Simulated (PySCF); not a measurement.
EPR calculation of C$_{7}$H$_{7}$S

C$_{7}$H$_{7}$S, multiplicity 2, computed with UKS B3LYP, pcH-1 on C H S, non-relativistic, mean-field spin-orbit, GIAO (PySCF 2.14.0).

It belongs to a series of runs on one base structure; here: H removed from sp3 C.

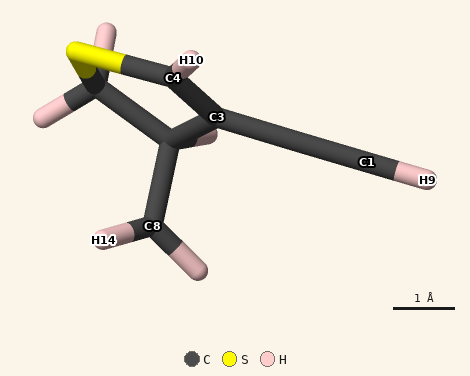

Figure 1. The structure as given in the input (stick view, seen at a tilt; atoms are numbered from 1 in the order of the input).

**Key numbers**

| quantity | value |
| --- | --- |
| outcome | converged |
| total energy | −669.021362 hartree |
| ⟨S²⟩ | 0.758 |
| isotropic g | 2.0029 |
| hardware | 1 CPU thread, shared host |
| wall time | 97 s |
| peak memory | 0.97 GiB |

**Input file**
```
{"job": {"kind": "epr", "basis": "pcH-1"}, "charge": 0, "multiplicity": 2}
C      2.900402    -0.980233     0.252269
C      1.864916    -0.372319     0.187595
C      0.645770     0.307219     0.061000
C      0.405416     1.555019     0.503510
S     -1.177383     2.173646     0.151165
C     -1.578221     0.708757    -0.879543
C     -0.576808    -0.388620    -0.527299
C     -0.977004    -1.217973     0.624622
H      3.810146    -1.496517     0.325691
H      1.091083     2.189797     1.032290
H     -1.493661     1.017298    -1.921867
H     -2.604269     0.414403    -0.670976
H     -0.319872    -0.991556    -1.402058
H     -1.530848    -0.769956     1.428176
H     -0.464080    -2.140976     0.813514
```

The first line tells a small driver script what to run in PySCF; the rest is the geometry in Å.

Launch command:
```bash
OMP_NUM_THREADS=1 python <driver script> task.json out
```

**Output**
```
UKS, coarse grid
  cycle   1  E = -668.97214683  |g| = 3.07e-01
  cycle   2  E = -668.97117195  |g| = 2.97e-01
  cycle   3  E = -669.01559024  |g| = 9.43e-02
  cycle   4  E = -669.02004192  |g| = 4.80e-02
  cycle   5  E = -669.02125397  |g| = 1.02e-02
  cycle   6  E = -669.02131513  |g| = 5.13e-03
  cycle   7  E = -669.02132923  |g| = 3.06e-03
  cycle   8  E = -669.02133372  |g| = 1.68e-03
  cycle   9  E = -669.02133525  |g| = 5.08e-04
UKS, final grid
  cycle   1  E = -669.02136133  |g| = 8.03e-04
  cycle   2  E = -669.02136058  |g| = 1.52e-03
  cycle   3  E = -669.02136166  |g| = 2.56e-04
  cycle   4  E = -669.02136169  |g| = 6.70e-05
  cycle   5  E = -669.02136171  |g| = 5.60e-05
  cycle   6  E = -669.02136172  |g| = 2.61e-05
E = -669.02136172 Eh   <S^2> = 0.7582 (exact 0.7500)
g shifts (ppm)      1          2          3
  rmc          -147       -147       -147
  gc             10         35         28
  oz_so         235        520       1236
  total          99        407       1117
hyperfine (MHz)  atom isotope    a_iso     a_fc   dipolar eigenvalues
    0   13C      -2.00      -2.00     -4.79      2.17      2.62
    1   13C       2.43       2.44     -1.43     -0.94      2.37
    2   13C      69.64      69.65    -14.13     -0.42     14.55
    3   13C      11.01      10.97    -11.43    -10.50     21.93
    4   33S       1.21       1.26     -2.78     -2.15      4.93
    5   13C      10.79      10.80     -1.80     -1.35      3.15
    6   13C     -23.81     -23.82     -2.57      0.17      2.40
    7   13C      94.51      94.62    -78.67    -77.71    156.38
    8    1H       1.96       1.96     -0.92      0.03      0.89
    9    1H      -4.48      -4.49     -5.98     -1.12      7.10
   10    1H      -1.97      -1.97     -2.18     -1.13      3.31
   11    1H      -2.14      -2.15     -4.16     -2.52      6.68
   12    1H      26.78      26.77     -5.07     -4.46      9.52
   13    1H     -55.11     -55.12    -37.05     -0.86     37.91
   14    1H     -57.67     -57.69    -37.57     -0.69     38.26
```

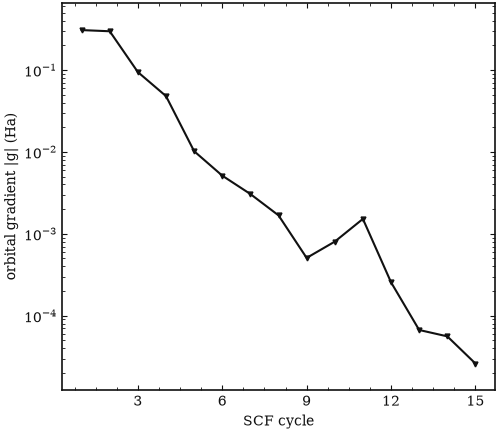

Figure 2. Convergence of the self-consistent field: orbital gradient |g| against the SCF cycle. All cycles printed in the log are drawn one after another.

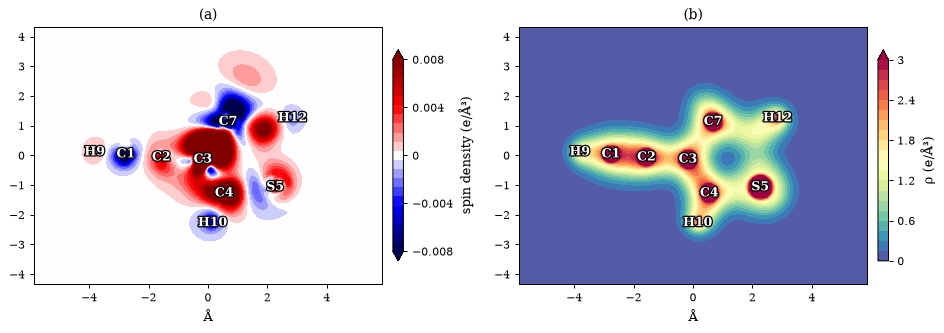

Figure 3. (a) spin density; (b) total electron density on the plane of atoms C4, C3 and C7. C–C (1.20 Å): ρ is about 2.8 e/Å³ halfway. C–H (1.05 Å): ρ at the midpoint is about 2.2 e/Å³. C–C (1.35 Å): ρ at the midpoint is about 2.2 e/Å³. The unpaired spin (1 electron) lies mostly on C8 (about 0.7) and C4 (about 0.1), in electrons by Hirshfeld's partition.

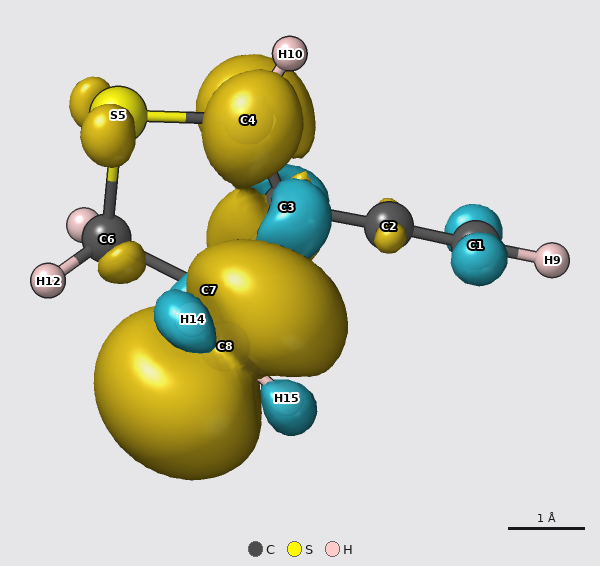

Figure 4. Isosurfaces of the spin density at +0.01 (yellow) and −0.01 e/Å³ (cyan), seen face on. The unpaired spin (1 electron) lies mostly on C8 (about 0.7) and C4 (about 0.1), in electrons by Hirshfeld's partition.
